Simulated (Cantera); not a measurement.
Feed: 1 mol CuO, 4.2 mol C, 0.87 mol CO, 1.4 mol CH₄, equilibrated at 1580 Torr.

These are equilibrium values from Cantera (NASA tables, ideal gas, pure condensed phases), not measurements of a reactor. Candidate condensed phases: C, C₆H₆, C₇H₈, C₈H₁₈, Cu, CuO, Cu(OH)₂, Cu₂O, H₂O; 113 gas species. Kinetics and transport are ignored.

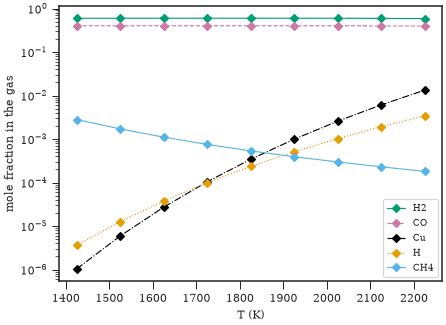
Figure. Equilibrium gas composition (values under 1e-9 drawn at 1e-9)

From 1425 K to 2225 K the condensed part is C(graphite) + Cu(l). The main Cu-bearing gas is Cu throughout.
